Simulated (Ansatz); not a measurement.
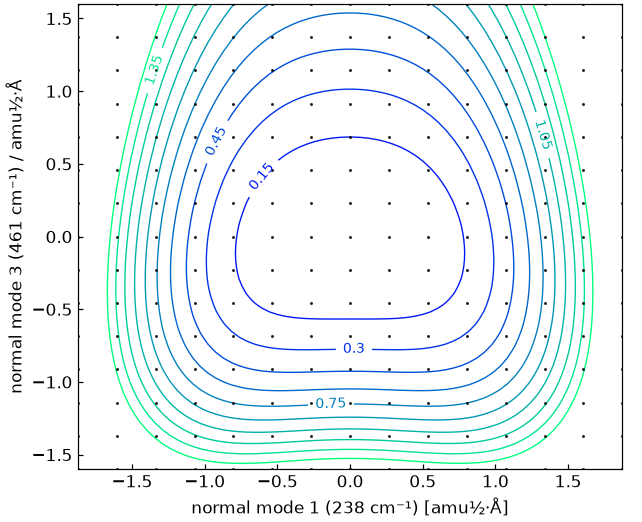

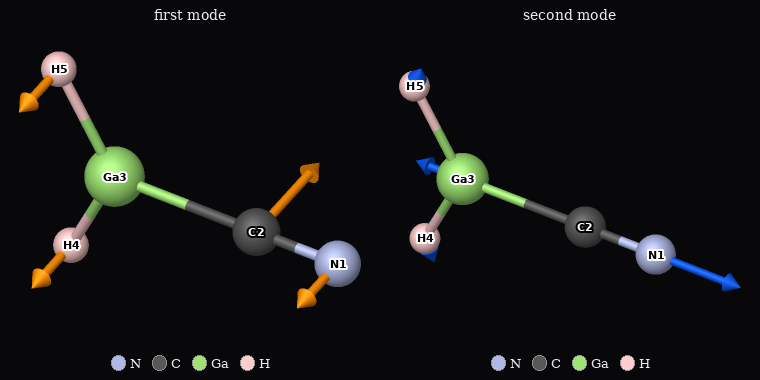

Energy landscape of CH2GaN, SMILES N#[C][GaH2]. The first coordinate is: normal mode 1 (238 cm⁻¹); the second: normal mode 3 (461 cm⁻¹). Nothing is relaxed (straight displacements along the two mass-weighted modes). The scan uses a 15 × 15 grid. Points are written as (first, second). Energies are in eV, from the lowest grid point. All numbers below come from RHF/def2-TZVP (Ansatz 0.2.0).

In the figure: contour lines labelled in eV (none above 1.5), dots at the grid points. Between grid points the surface is interpolated. The second picture is the structure at the lowest point

Where are the wells?

Answer. The lowest grid point is at (0.000 amu½·Å, 0.000 amu½·Å). No other kind of well shows on this grid. The highest grid point, (1.873 amu½·Å, 1.600 amu½·Å), lies 3.09 eV above the lowest.

Grid values (eV):

```csv
"normal mode 3 (461 cm⁻¹) ↓, normal mode 1 (238 cm⁻¹) →",−1.873,−1.605,−1.338,−1.070,−0.802,−0.535,−0.268,0.000,0.268,0.535,0.802,1.070,1.338,1.605,1.873
1.600,3.09,2.28,1.65,1.20,0.90,0.74,0.66,0.64,0.66,0.74,0.91,1.20,1.65,2.29,3.09
1.371,2.92,2.12,1.49,1.04,0.75,0.59,0.52,0.50,0.52,0.59,0.75,1.04,1.49,2.12,2.93
1.143,2.76,1.96,1.33,0.89,0.61,0.46,0.39,0.37,0.39,0.46,0.61,0.89,1.34,1.96,2.77
0.914,2.61,1.81,1.19,0.75,0.48,0.33,0.27,0.25,0.27,0.33,0.48,0.76,1.19,1.81,2.61
0.686,2.47,1.67,1.06,0.63,0.37,0.23,0.17,0.15,0.17,0.23,0.37,0.63,1.06,1.68,2.47
0.457,2.34,1.56,0.95,0.53,0.27,0.14,0.08,0.07,0.08,0.14,0.27,0.53,0.95,1.56,2.35
0.229,2.24,1.46,0.86,0.45,0.20,0.08,0.03,0.02,0.03,0.08,0.20,0.45,0.86,1.46,2.24
0.000,2.16,1.38,0.80,0.40,0.16,0.05,0.01,0.00,0.01,0.05,0.16,0.40,0.80,1.38,2.16
−0.229,2.10,1.34,0.77,0.38,0.16,0.06,0.03,0.02,0.03,0.06,0.16,0.38,0.77,1.34,2.10
−0.457,2.08,1.34,0.78,0.41,0.21,0.12,0.10,0.09,0.10,0.12,0.21,0.41,0.78,1.34,2.08
−0.686,2.11,1.38,0.85,0.50,0.31,0.24,0.23,0.23,0.23,0.24,0.31,0.50,0.85,1.38,2.11
−0.914,2.19,1.49,0.97,0.65,0.49,0.43,0.43,0.44,0.43,0.43,0.49,0.65,0.97,1.48,2.19
−1.143,2.34,1.66,1.18,0.88,0.75,0.71,0.73,0.74,0.73,0.71,0.75,0.88,1.18,1.66,2.33
−1.371,2.56,1.92,1.47,1.21,1.11,1.10,1.13,1.15,1.13,1.10,1.11,1.21,1.47,1.92,2.55
−1.600,2.88,2.28,1.88,1.66,1.60,1.62,1.67,1.69,1.67,1.62,1.60,1.66,1.88,2.28,2.87
```

The whole map (225 points run) took 8.6 min on 1 thread of Arm Neoverse V2, with other jobs on the host.
